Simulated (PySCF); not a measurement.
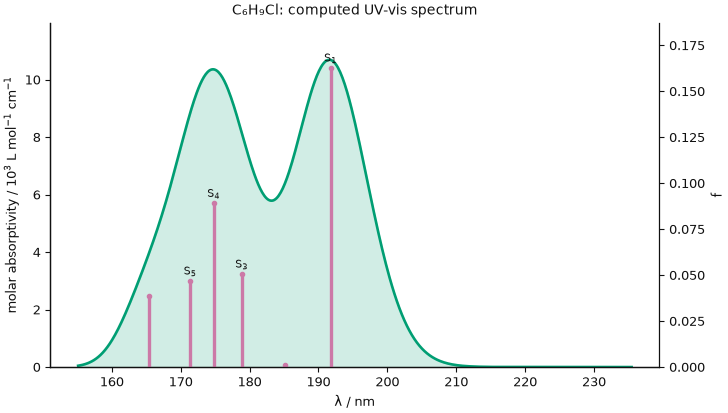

Computed absorption of C₆H₉Cl, SMILES CCC1=C[C@H](Cl)C1. Vertical TDDFT excitations, PBE0/def2-SVPD with PySCF, at a GFN2-xTB geometry (no frequency check), gas phase. Only the first 6 singlet excitations are included; each is broadened by a Gaussian of 1/e half-width 0.25 eV. Sticks give oscillator strengths (right axis).

Where is the maximum of the broadened curve, and how high is it?

Answer. At about 6.5 eV (192 nm), with ε near 11000 L mol⁻¹ cm⁻¹.

Does any vertical transition fall in the visible?

Answer. No singlet lies below 3.1 eV (beyond 400 nm), so at this level no vertical transition falls in the visible.

Caveats: states above the negative HOMO energy depend on the basis; the tight-binding geometry is rougher than a DFT one and adds to the error; one conformer of a flexible molecule; core orbitals are frozen in the response.
